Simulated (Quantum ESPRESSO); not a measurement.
# Collinear magnetic orders of two Fe on Si sites of Si, 2.35 Å apart with Quantum ESPRESSO, part 2 of 2

A self-consistent run ends on one state, which hangs on the start. Several orders of two Fe on Si sites of Si, 2.35 Å apart are started in Quantum ESPRESSO and their energies compared.

Quantum ESPRESSO 7.5; PBE; plane waves with GBRV 1.5 PBE potentials, no spin-orbit coupling.

So far, absolute magnetization (μB): step 2 (run 1 (ferro ++)) 5.12.

## 3. Start 2: antiferro +−

Input file pw.in:

```
&CONTROL
  calculation = 'scf'
  prefix = 'pwscf'
  outdir = './tmp'
  pseudo_dir = './pseudo'
  disk_io = 'nowf'
/
&SYSTEM
  ibrav = 0
  celldm(1) = 8
  nat = 16
  ntyp = 3
  ecutwfc = 40
  ecutrho = 280
  nbnd = 61
  occupations = 'smearing'
  smearing = 'fd'
  degauss = 0.00367493
  nspin = 2
  starting_magnetization(1) = 0.2188
  starting_magnetization(2) = -0.2188
  starting_magnetization(3) = 0
/
&ELECTRONS
  conv_thr = 3.2d-08
  electron_maxstep = 150
  mixing_beta = 0.3
/
ATOMIC_SPECIES
Fe1    55.8450 fe_pbe_v1.5.uspp.F.UPF
Fe2    55.8450 fe_pbe_v1.5.uspp.F.UPF
Si     28.0850 si_pbe_v1.uspp.F.UPF
CELL_PARAMETERS alat
   0.0000000000000    1.2828878228553    1.2828878228553
   1.2828878228553    0.0000000000000    1.2828878228553
   1.2828878228553    1.2828878228553    0.0000000000000
ATOMIC_POSITIONS crystal
Fe1     0.0000000000    0.0000000000    0.0000000000
Fe2     0.1250000000    0.1250000000    0.1250000000
Si      0.0000000000    0.0000000000    0.5000000000
Si      0.1250000000    0.1250000000    0.6250000000
Si      0.0000000000    0.5000000000    0.0000000000
Si      0.1250000000    0.6250000000    0.1250000000
Si      0.0000000000    0.5000000000    0.5000000000
Si      0.1250000000    0.6250000000    0.6250000000
Si      0.5000000000    0.0000000000    0.0000000000
Si      0.6250000000    0.1250000000    0.1250000000
Si      0.5000000000    0.0000000000    0.5000000000
Si      0.6250000000    0.1250000000    0.6250000000
Si      0.5000000000    0.5000000000    0.0000000000
Si      0.6250000000    0.6250000000    0.1250000000
Si      0.5000000000    0.5000000000    0.5000000000
Si      0.6250000000    0.6250000000    0.6250000000
K_POINTS automatic
4 4 4 0 0 0
```

On the command line:

```
OMP_NUM_THREADS=1 mpirun -n 4 pw.x -nk 4 -in pw.in > pw.out
```

Log:

```text
[banner, memory and clock lines left out]
Program PWSCF v.7.5 starts

     Message from routine setup:
     using ibrav=0 with symmetry is DISCOURAGED, use correct ibrav instead

     bravais-lattice index     =            0
     lattice parameter (alat)  =       8.0000  a.u.
     unit-cell volume          =    2162.0514 (a.u.)^3
     number of atoms/cell      =           16
     number of atomic types    =            3
     number of electrons       =        88.00
     number of Kohn-Sham states=           61
     kinetic-energy cutoff     =      40.0000  Ry
     charge density cutoff     =     280.0000  Ry
     scf convergence threshold =      3.2E-08
     mixing beta               =       0.3000
     number of iterations used =            8  plain     mixing
     Exchange-correlation= SLA  PW   PBE  PBE
                           (   1   4   3   4   0   0   0)

     celldm(1)=   8.000000  celldm(2)=   0.000000  celldm(3)=   0.000000
     celldm(4)=   0.000000  celldm(5)=   0.000000  celldm(6)=   0.000000

     crystal axes: (cart. coord. in units of alat)
               a(1) = (   0.000000   1.282888   1.282888 )
               a(2) = (   1.282888   0.000000   1.282888 )
               a(3) = (   1.282888   1.282888   0.000000 )

     reciprocal axes: (cart. coord. in units 2 pi/alat)
               b(1) = ( -0.389746  0.389746  0.389746 )
               b(2) = (  0.389746 -0.389746  0.389746 )
               b(3) = (  0.389746  0.389746 -0.389746 )

     PseudoPot. # 1 for Fe read from file:
     fe_pbe_v1.5.uspp.F.UPF
     Pseudo is Ultrasoft + core correction, Zval = 16.0

     PseudoPot. # 2 for Fe read from file:
     fe_pbe_v1.5.uspp.F.UPF
     Pseudo is Ultrasoft + core correction, Zval = 16.0

     PseudoPot. # 3 for Si read from file:
     si_pbe_v1.uspp.F.UPF
     Pseudo is Ultrasoft + core correction, Zval =  4.0

     atomic species   valence    mass     pseudopotential
     Fe1              16.00    55.84500     Fe( 1.00)
     Fe2              16.00    55.84500     Fe( 1.00)
     Si                4.00    28.08500     Si( 1.00)

     Starting magnetic structure
     atomic species   magnetization
     Fe1             0.219
     Fe2            -0.219
     Si              0.000

      6 Sym. Ops. (no inversion) found

   Cartesian axes

     site n.     atom                  positions (alat units)
         1        Fe1    tau(   1) = (   0.0000000   0.0000000   0.0000000  )
         2        Fe2    tau(   2) = (   0.3207220   0.3207220   0.3207220  )
         3        Si     tau(   3) = (   0.6414439   0.6414439   0.0000000  )
         4        Si     tau(   4) = (   0.9621659   0.9621659   0.3207220  )
         5        Si     tau(   5) = (   0.6414439   0.0000000   0.6414439  )
         6        Si     tau(   6) = (   0.9621659   0.3207220   0.9621659  )
         7        Si     tau(   7) = (   1.2828878   0.6414439   0.6414439  )
         8        Si     tau(   8) = (   1.6036098   0.9621659   0.9621659  )
         9        Si     tau(   9) = (   0.0000000   0.6414439   0.6414439  )
        10        Si     tau(  10) = (   0.3207220   0.9621659   0.9621659  )
        11        Si     tau(  11) = (   0.6414439   1.2828878   0.6414439  )
        12        Si     tau(  12) = (   0.9621659   1.6036098   0.9621659  )
        13        Si     tau(  13) = (   0.6414439   0.6414439   1.2828878  )
        14        Si     tau(  14) = (   0.9621659   0.9621659   1.6036098  )
        15        Si     tau(  15) = (   1.2828878   1.2828878   1.2828878  )
        16        Si     tau(  16) = (   1.6036098   1.6036098   1.6036098  )

     number of k points=    13  Fermi-Dirac smearing, width (Ry)=  0.0037
                       cart. coord. in units 2pi/alat
        k(    1) = (   0.0000000   0.0000000   0.0000000), wk =   0.0156250
        k(    2) = (   0.0974364   0.0974364  -0.0974364), wk =   0.0937500
        k(    3) = (  -0.1948728  -0.1948728   0.1948728), wk =   0.0468750
        k(    4) = (   0.1948728   0.0000000   0.0000000), wk =   0.0937500
        k(    5) = (  -0.0974364  -0.2923093   0.2923093), wk =   0.1875000
        [... 8 further k-points ...]

     Dense  grid:   171471 G-vectors     FFT dimensions: (  80,  80,  80)

     Smooth grid:    74129 G-vectors     FFT dimensions: (  60,  60,  60)

     Check: negative core charge=   -0.000008
     Generating pointlists ...
     new r_m :   0.2291 (alat units)  1.8332 (a.u.) for type    1
     new r_m :   0.2291 (alat units)  1.8332 (a.u.) for type    2
     new r_m :   0.2291 (alat units)  1.8332 (a.u.) for type    3

     Initial potential from superposition of free atoms

     starting charge      85.9906, renormalised to      88.0000
     Starting wfcs are   82 randomized atomic wfcs

     Self-consistent Calculation

     iteration #  1     ecut=    40.00 Ry     beta= 0.30
     Davidson diagonalization with overlap
     ethr =  1.00E-02,  avg # of iterations =  3.8

     total energy              =    -626.10347965 Ry
     estimated scf accuracy    <      21.60916229 Ry

     total magnetization       =    -0.00 Bohr mag/cell
     absolute magnetization    =     1.00 Bohr mag/cell

     iteration #  2     ecut=    40.00 Ry     beta= 0.30
     Davidson diagonalization with overlap
     ethr =  1.00E-02,  avg # of iterations =  4.4

     total energy              =    -631.73351415 Ry
     estimated scf accuracy    <      94.24683200 Ry

     total magnetization       =     0.02 Bohr mag/cell
     absolute magnetization    =     0.24 Bohr mag/cell

     [... further iterations left out ...]

     iteration # 22     ecut=    40.00 Ry     beta= 0.30
     Davidson diagonalization with overlap
     ethr =  2.89E-10,  avg # of iterations =  1.9

     total energy              =    -634.75479300 Ry
     estimated scf accuracy    <       0.00000015 Ry

     total magnetization       =     0.00 Bohr mag/cell
     absolute magnetization    =     4.77 Bohr mag/cell

     iteration # 23     ecut=    40.00 Ry     beta= 0.30
     Davidson diagonalization with overlap
     ethr =  1.68E-10,  avg # of iterations =  2.0

     Magnetic moment per site  (integrated on atomic sphere of radius R)
     atom   1 (R=0.229)  charge= 14.1133  magn=  1.9537
     atom   2 (R=0.229)  charge= 14.1131  magn= -1.9531
     atom   3 (R=0.229)  charge=  1.8107  magn=  0.0334
     atom   4 (R=0.229)  charge=  1.8107  magn= -0.0334
     atom   5 (R=0.229)  charge=  1.8107  magn=  0.0334
     atom   6 (R=0.229)  charge=  1.8107  magn= -0.0334
     atom   7 (R=0.229)  charge=  1.8189  magn=  0.0091
     atom   8 (R=0.229)  charge=  1.8189  magn= -0.0091
     atom   9 (R=0.229)  charge=  1.8107  magn=  0.0334
     atom  10 (R=0.229)  charge=  1.8107  magn= -0.0334
     atom  11 (R=0.229)  charge=  1.8189  magn=  0.0091
     atom  12 (R=0.229)  charge=  1.8189  magn= -0.0091
     atom  13 (R=0.229)  charge=  1.8189  magn=  0.0091
     atom  14 (R=0.229)  charge=  1.8189  magn= -0.0091
     atom  15 (R=0.229)  charge=  1.8237  magn=  0.0018
     atom  16 (R=0.229)  charge=  1.8237  magn= -0.0018

     End of self-consistent calculation

     [... lines left out ...]
     the Fermi energy is     6.3027 ev

!    total energy              =    -634.75479302 Ry
     estimated scf accuracy    <       0.00000001 Ry
     smearing contrib. (-TS)   =      -0.00676956 Ry
     internal energy E=F+TS    =    -634.74802346 Ry

     The total energy is F=E-TS. E is the sum of the following terms:
     one-electron contribution =    -508.88020150 Ry
     hartree contribution      =     285.85479603 Ry
     xc contribution           =    -118.32524946 Ry
     ewald contribution        =    -293.39736854 Ry

     total magnetization       =     0.00 Bohr mag/cell
     absolute magnetization    =     4.77 Bohr mag/cell

     convergence has been achieved in  23 iterations
```

It took 3.9 min on 4 MPI ranks of Intel Xeon Platinum 8488C (Sapphire Rapids), shared host; peak memory 1.6 GiB; 15 min of CPU time.

Spin moment in the atom's sphere by atom:

| atom | spin moment in the atom's sphere (μB) |
| --- | --- |
| Fe1 | 1.95 |
| Fe2 | -1.95 |
| Si3 | 0.03 |
| Si4 | -0.03 |
| Si5 | 0.03 |
| Si6 | -0.03 |
| Si7 | 0.01 |
| Si8 | -0.01 |
| Si9 | 0.03 |
| Si10 | -0.03 |
| Si11 | 0.01 |
| Si12 | -0.01 |
| Si13 | 0.01 |
| Si14 | -0.01 |
| Si15 | 0.00 |
| Si16 | 0.00 |

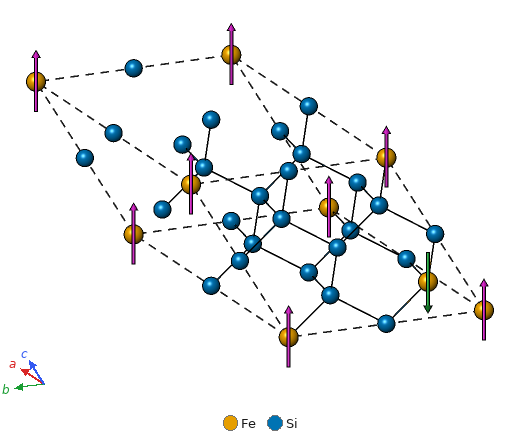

Spin moment in the atom's sphere as arrows, the longest 1.95 μB. Up and down stand for the sign. Arrows give size and sign along the axis of quantisation, drawn up and down the page. The two directions have two colours. Bonds to atoms that aren't drawn are left out. Some periodic images of atoms are drawn too.

This step gave:

| Property | Result |
| --- | --- |
| smearing term TS | 0.09210 eV |
| magnetization | 0 μB |
| absolute magnetization | 4.773 μB |
| final state | antiferromagnetic |

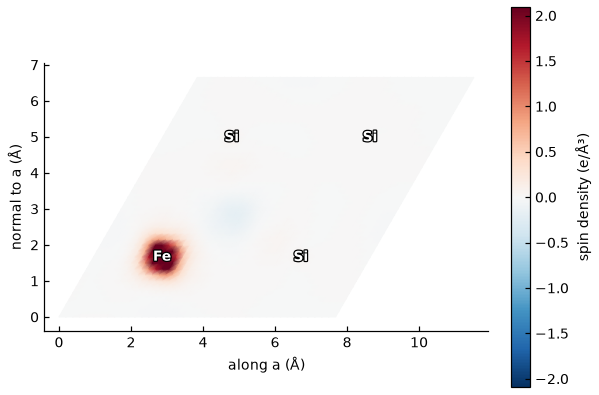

Spin density in the ac plane at fractional y = 0.000, with atoms of Fe and Si within 0.2 Å of it. The map starts off the cell's origin, so that atoms lie inside it.

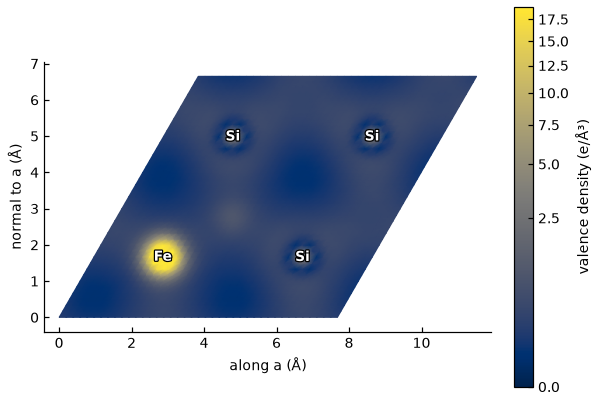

Valence density in the ac plane at fractional y = 0.000, with atoms of Fe and Si within 0.2 Å of it. It is the smooth field of the valence electrons, not physical close to the nuclei. The map starts off the cell's origin, so that atoms lie inside it. The colour scale is stretched toward low values.

## 4. Energies of the orders

An order is kept where moments of 0.15 μB or more survive with the typed signs; meshes match where a doubled cell samples the same k points as the first cell.

Orders:

```
       start        final state  typed order kept  energy over the lowest (meV a seeded atom)  largest site moment (μB)  net moment (μB a cell of the first run)  mesh matched  CPU time (s)
    ferro ++      ferromagnetic               yes                                           0                     2.045                                     3.95           yes         750.9
antiferro +-  antiferromagnetic               yes                                       99.02                     1.954                                  7.80e-4           yes           926
```

## 5. Outcome

* lowest state found: ferromagnetic (from ferro ++)
* largest site moment: 2.04 μB
* next state with moments: antiferromagnetic, 99.0 meV a seeded atom higher

What this shows: The smearing terms TS of the orders run from 17 to 46 meV a seeded atom, so the differences would change at a smaller width: an order with a larger TS is lowered more by the smearing. Only these 2 starts were compared; other wavevectors, canted and longer-period orders were not. The cell was built by rule and the atoms were not relaxed, which can move these energies.

[Logs and program files are shortened in this print: banners, set-up blocks, solver, clock and traceback lines can be left out without a mark of their own.]

[Logs are printed without paths, hosts, clocks, repeated set-up lines and the standing remarks that a program may print on its own settings, such as how far it seeks lower states.]

[Hosts, paths, dates, database ids (printed as entryN), source tags and the programs' standing remarks are cut or masked in the printed files.]

[Where a cell is said to come from a database of computed structures, the database is the Materials Project.]
